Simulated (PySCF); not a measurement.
**What a change does: NMR shielding calculation on C8H18O**

System: C8H18O (2-octanol).
Method of run 1: GIAO mPW1PW91/pcSseg-1 NMR shielding, non-relativistic, gas phase (PySCF 2.14.0).

The geometry comes from this level: PBE0-D3(BJ)/def2-SVP. Text and figures count atoms from 1; the logs count them from 0 in places.

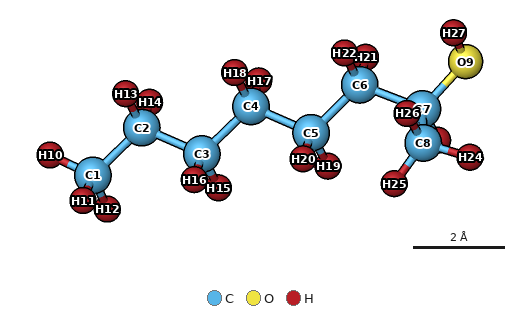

Fig. 1: The structure (ball-and-stick view, seen at a tilt; atoms are numbered from 1 in the order of the input). Bond lengths as drawn: C–C 1.52 to 1.53 Å, C–H 1.10 to 1.11 Å, C–O 1.41 Å and H–O 0.96 Å.

### Input file, run 1
```
{"job": {"kind": "nmr", "xc": "mPW1PW91", "basis": "pcSseg-1", "pop": false}, "charge": 0, "multiplicity": 1}
C      4.619367    -0.616711    -0.178153
C      3.418133     0.288374     0.041941
C      2.083154    -0.421120    -0.138273
C      0.875861     0.479200     0.076618
C     -0.458461    -0.230928    -0.103243
C     -1.658116     0.680470     0.106689
C     -3.022702    -0.000168     0.046183
C     -3.338379    -0.610017    -1.310879
O     -4.038113     0.892719     0.447013
H      5.568087    -0.075913    -0.041278
H      4.620926    -1.038195    -1.196357
H      4.615107    -1.463980     0.526459
H      3.467631     1.147018    -0.651020
H      3.461906     0.723463     1.056141
H      2.028208    -1.277637     0.558436
H      2.036874    -0.860519    -1.151650
H      0.921950     0.917209     1.090101
H      0.929863     1.336443    -0.619011
H     -0.517573    -1.078217     0.604230
H     -0.493339    -0.679268    -1.111388
H     -1.584899     1.170236     1.092257
H     -1.638765     1.496233    -0.642284
H     -3.039602    -0.803049     0.804287
H     -4.350176    -1.040299    -1.303028
H     -2.627011    -1.403089    -1.585130
H     -3.300140     0.161040    -2.100101
H     -4.048062     1.620183    -0.185372
```

The first line tells a small driver script what to run in PySCF; the rest is the geometry in Å.

Hardware: 1 CPU thread, shared host.

### Output (run 1)
```
coarse grid: 20936 points
cycle   1  E = -390.6014520395  dE =  6.776e-01  |g| = 7.349e-01  |ddm| = 4.306e+00
cycle   2  E = -390.5450381489  dE =  5.641e-02  |g| = 9.382e-01  |ddm| = 1.414e+00
cycle   3  E = -390.7173385246  dE = -1.723e-01  |g| = 9.270e-02  |ddm| = 8.591e-01
cycle   4  E = -390.7187916821  dE = -1.453e-03  |g| = 3.697e-02  |ddm| = 9.638e-02
cycle   5  E = -390.7191018660  dE = -3.102e-04  |g| = 4.246e-03  |ddm| = 3.612e-02
cycle   6  E = -390.7191054333  dE = -3.567e-06  |g| = 1.113e-03  |ddm| = 4.956e-03
final grid: 197568 points
cycle   7  E = -390.7878372275  dE = -6.679e-05  |g| = 8.843e-03  |ddm| = 3.848e-02
cycle   8  E = -390.7878266451  dE =  1.058e-05  |g| = 1.145e-02  |ddm| = 1.712e-02
cycle   9  E = -390.7878558842  dE = -2.924e-05  |g| = 1.069e-03  |ddm| = 9.670e-03
cycle  10  E = -390.7878560951  dE = -2.109e-07  |g| = 1.946e-04  |ddm| = 9.744e-04
cycle  11  E = -390.7878561024  dE = -7.338e-09  |g| = 3.278e-05  |ddm| = 1.852e-04
cycle  12  E = -390.7878561027  dE = -2.369e-10  |g| = 1.213e-05  |ddm| = 4.947e-05
converged SCF energy = -390.7878561027

GIAO shielding tensors (ppm)
atom      isotropic    diamagn.    paramagn.     s11        s22        s33       span
  0 C      166.727     241.379     -74.653    155.186    160.198    184.796     29.610
  1 C      156.538     246.240     -89.702    144.389    154.309    170.917     26.528
  2 C      147.248     250.712    -103.464    127.320    143.037    171.387     44.067
  3 C      148.708     251.461    -102.752    129.520    145.114    171.490     41.970
  4 C      153.001     252.749     -99.748    136.760    151.540    170.704     33.944
  5 C      138.746     249.171    -110.424    114.794    134.144    167.302     52.508
  6 C      114.215     247.207    -132.993     88.146    103.599    150.899     62.753
  7 C      158.700     248.262     -89.562    144.674    148.842    182.584     37.909
  8 O      253.876     388.458    -134.582    235.240    252.429    273.959     38.720
  9 H       30.124      23.540       6.584     25.545     27.311     37.516     11.971
 10 H       30.417      26.728       3.690     26.277     28.765     36.210      9.933
 11 H       30.405      26.770       3.635     26.272     28.704     36.239      9.967
 12 H       30.143      30.940      -0.796     25.104     30.568     34.758      9.654
 13 H       30.121      30.968      -0.847     25.078     30.500     34.786      9.708
 14 H       30.238      34.745      -4.507     25.487     31.650     33.576      8.089
 15 H       30.279      34.734      -4.454     25.472     31.813     33.553      8.081
 16 H       30.189      35.460      -5.271     25.166     31.707     33.694      8.527
 17 H       30.245      35.542      -5.297     25.222     31.969     33.546      8.324
 18 H       30.337      35.823      -5.486     25.254     31.906     33.851      8.597
 19 H       30.340      36.178      -5.837     24.663     32.383     33.976      9.313
 20 H       29.603      33.698      -4.095     24.980     30.930     32.899      7.919
 21 H       30.610      34.713      -4.103     27.124     31.532     33.172      6.048
 22 H       27.993      31.659      -3.666     25.080     28.024     30.875      5.795
 23 H       29.819      27.008       2.811     26.109     27.078     36.270     10.161
 24 H       29.995      31.203      -1.208     24.900     30.054     35.030     10.129
 25 H       30.879      30.570       0.309     27.930     29.262     35.443      7.513
 26 H       31.865      31.762       0.103     24.509     29.673     41.412     16.903
```

Run 2 used a changed input.

### The two runs side by side

| quantity | run 1 | run 2 |
| --- | --- | --- |
| outcome | converged | converged |
| total energy (hartree) | −390.787856 | −390.403016 |
| HOMO (eV) | −7.69 | −7.65 |
| LUMO (eV) | 1.41 | 1.38 |
| dipole moment (D) | 1.69 | 1.67 |
| shielding of C1 (ppm) | 166.7 | 167.7 |
| shielding of C2 (ppm) | 156.5 | 157.3 |
| shielding of C3 (ppm) | 147.2 | 147.8 |
| shielding of C4 (ppm) | 148.7 | 149.3 |
| shielding of C5 (ppm) | 153.0 | 153.6 |
| shielding of C7 (ppm) | 114.2 | 115.0 |
| shielding of C8 (ppm) | 158.7 | 159.6 |
| SCF iterations | 12 | 12 |
| basis functions | 243 | 243 |
| wall time (shared host) | 39 s | 51 s |

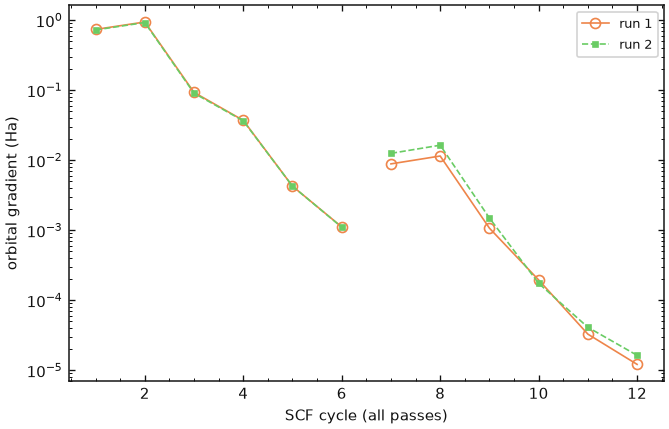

Fig. 2: Convergence of the two runs: orbital gradient against the SCF cycle. A break in a curve parts two SCF passes (coarse and final grid). Run 1 takes 12 cycles in all, and run 2 takes 12.

What was changed in the input?

The change (lines with − go, lines with + come):
```diff
-"xc": "mPW1PW91"
+"xc": "PBE0"
-"pop": false
```

The total energies belong to different methods, so their difference says nothing on which is more stable or more accurate. Of all shieldings, the largest change is that of C1, by +1.0 ppm. The functional changes from mPW1PW91 to PBE0. The number of SCF iterations is the same.

### Output (run 2)
```
coarse grid: 20936 points
cycle   1  E = -390.2223696819  dE =  6.778e-01  |g| = 7.225e-01  |ddm| = 4.300e+00
cycle   2  E = -390.1681043926  dE =  5.427e-02  |g| = 9.219e-01  |ddm| = 1.401e+00
cycle   3  E = -390.3353588662  dE = -1.673e-01  |g| = 9.023e-02  |ddm| = 8.465e-01
cycle   4  E = -390.3367222769  dE = -1.363e-03  |g| = 3.647e-02  |ddm| = 9.414e-02
cycle   5  E = -390.3370223015  dE = -3.000e-04  |g| = 4.244e-03  |ddm| = 3.589e-02
cycle   6  E = -390.3370258719  dE = -3.570e-06  |g| = 1.103e-03  |ddm| = 4.926e-03
final grid: 197568 points
cycle   7  E = -390.4029786122  dE = -5.910e-05  |g| = 1.250e-02  |ddm| = 4.002e-02
cycle   8  E = -390.4029562501  dE =  2.236e-05  |g| = 1.634e-02  |ddm| = 2.386e-02
cycle   9  E = -390.4030152633  dE = -5.901e-05  |g| = 1.492e-03  |ddm| = 1.378e-02
cycle  10  E = -390.4030156860  dE = -4.227e-07  |g| = 1.743e-04  |ddm| = 1.291e-03
cycle  11  E = -390.4030156919  dE = -5.955e-09  |g| = 4.107e-05  |ddm| = 1.941e-04
cycle  12  E = -390.4030156923  dE = -3.614e-10  |g| = 1.634e-05  |ddm| = 6.124e-05
converged SCF energy = -390.4030156923

GIAO shielding tensors (ppm)
atom      isotropic    diamagn.    paramagn.     s11        s22        s33       span
  0 C      167.730     241.496     -73.766    156.050    161.140    186.000     29.950
  1 C      157.338     246.121     -88.783    145.015    155.188    171.811     26.796
  2 C      147.819     250.430    -102.610    127.583    143.677    172.199     44.616
  3 C      149.330     251.178    -101.847    129.900    145.803    172.288     42.388
  4 C      153.641     252.435     -98.794    137.201    152.255    171.467     34.267
  5 C      139.284     248.901    -109.616    115.154    134.658    168.041     52.887
  6 C      114.966     247.037    -132.072     88.953    104.268    151.676     62.723
  7 C      159.592     248.290     -88.697    145.352    149.709    183.716     38.364
  8 O      254.110     388.391    -134.281    235.669    252.805    273.857     38.188
  9 H       30.068      23.586       6.482     25.452     27.246     37.507     12.054
 10 H       30.367      26.704       3.664     26.206     28.700     36.196      9.989
 11 H       30.355      26.744       3.611     26.202     28.639     36.225     10.023
 12 H       30.083      30.872      -0.789     25.019     30.504     34.726      9.707
 13 H       30.060      30.896      -0.836     24.992     30.435     34.754      9.763
 14 H       30.178      34.597      -4.419     25.428     31.580     33.524      8.096
 15 H       30.219      34.589      -4.370     25.412     31.743     33.502      8.090
 16 H       30.129      35.307      -5.178     25.103     31.635     33.650      8.547
 17 H       30.185      35.393      -5.209     25.158     31.898     33.498      8.340
 18 H       30.278      35.644      -5.366     25.190     31.835     33.809      8.619
 19 H       30.283      35.999      -5.715     24.597     32.325     33.928      9.332
 20 H       29.543      33.574      -4.031     24.921     30.853     32.853      7.932
 21 H       30.564      34.588      -4.024     27.090     31.470     33.133      6.043
 22 H       27.929      31.572      -3.643     25.014     27.935     30.838      5.825
 23 H       29.767      27.041       2.726     26.040     27.004     36.259     10.219
 24 H       29.940      31.090      -1.150     24.814     29.992     35.013     10.198
 25 H       30.842      30.524       0.318     27.876     29.219     35.432      7.556
 26 H       31.822      31.785       0.037     24.471     29.612     41.382     16.911
```
